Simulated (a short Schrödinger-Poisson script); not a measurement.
System: MOS inversion layer, SiO2 on p-type Ge(111), at 300 K.

```csv
layer,material,thickness (nm),Na (cm⁻³)
1,SiO2,1.4,-
2,Ge,1800,5.1e16
```

Constants are typed, rounded textbook-type inputs, not results; the design itself was drawn at random and stands for no fabricated device. SiO2: permittivity 3.9, conduction-band edge (eV) 3.1, gap (eV) 9, electron mass (mₑ) 0.5. Ge: permittivity 16, conduction-band edge (eV) 0, gap (eV) 0.664, Nv at 300 K (cm⁻³) 6e18.

Channel valleys (confinement mass, in-plane density-of-states mass, number): L1 1.59, 0.08, 1; L3 0.09, 0.34, 3. At the gate the conduction-band edge of layer 1 lies 3.15 eV − eVg above the Fermi level of the channel; the field vanishes at the back. Gaps are held at their typed values at every temperature. Mesh 0.03 nm at interfaces.

Solved with a short Schrödinger-Poisson script written for these runs: 1D Poisson equation in equilibrium, electrons quantum, Hartree (BenDaniel-Duke, 12 states a valley, the channel's in-plane mass for all, wave functions free to enter the dielectric), parabolic valleys, classical holes, full ionisation, no traps, pinning or gate leakage.

Only gate voltages with over 1e8 electrons/cm² are shown.

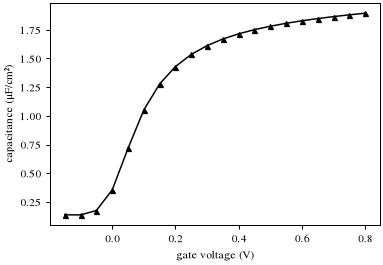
*Quasi-static capacitance against gate voltage*

| Vg (V) | electrons (cm⁻²) | C (μF/cm²) | L1 E0 (meV) | L1 E1 (meV) | L3 E0 (meV) | L3 E1 (meV) |
|---|---|---|---|---|---|---|
| -0.15 | 3.84e8 | 0.137 | 253.8 | 269.5 | 282.8 | 321.8 |
| -0.1 | 2.11e9 | 0.136 | 207.7 | 224.3 | 238.3 | 279.7 |
| -0.05 | 1.15e10 | 0.175 | 162.0 | 179.4 | 194.0 | 237.7 |
| 0 | 5.61e10 | 0.354 | 118.8 | 137.5 | 152.8 | 198.8 |
| 0.05 | 1.97e11 | 0.716 | 83.1 | 103.9 | 120.2 | 169.0 |
| 0.1 | 4.62e11 | 1.05 | 56.8 | 80.6 | 98.3 | 150.1 |
| 0.15 | 8.21e11 | 1.28 | 37.2 | 64.6 | 83.7 | 138.7 |
| 0.2 | 1.24e12 | 1.43 | 21.8 | 52.9 | 73.3 | 131.2 |
| 0.25 | 1.70e12 | 1.54 | 9.0 | 43.7 | 65.3 | 126.0 |
| 0.3 | 2.19e12 | 1.61 | -2.1 | 36.2 | 58.8 | 122.2 |
| 0.35 | 2.70e12 | 1.67 | -12.0 | 29.8 | 53.4 | 119.2 |
| 0.4 | 3.23e12 | 1.71 | -20.9 | 24.2 | 48.7 | 116.8 |
| 0.45 | 3.77e12 | 1.75 | -29.3 | 19.2 | 44.5 | 114.9 |
| 0.5 | 4.32e12 | 1.78 | -37.1 | 14.6 | 40.7 | 113.2 |
| 0.55 | 4.88e12 | 1.81 | -44.5 | 10.4 | 37.2 | 111.8 |
| 0.6 | 5.45e12 | 1.83 | -51.5 | 6.5 | 33.9 | 110.6 |
| 0.65 | 6.02e12 | 1.85 | -58.3 | 2.9 | 30.9 | 109.6 |
| 0.7 | 6.60e12 | 1.86 | -64.8 | -0.6 | 28.0 | 108.7 |
| 0.75 | 7.18e12 | 1.88 | -71.1 | -3.8 | 25.2 | 107.9 |
| 0.8 | 7.77e12 | 1.89 | -77.2 | -6.9 | 22.6 | 107.2 |

Subbands count from the Fermi level.

Only the L valleys are kept; under strong confinement the Δ valleys of Ge fill too.
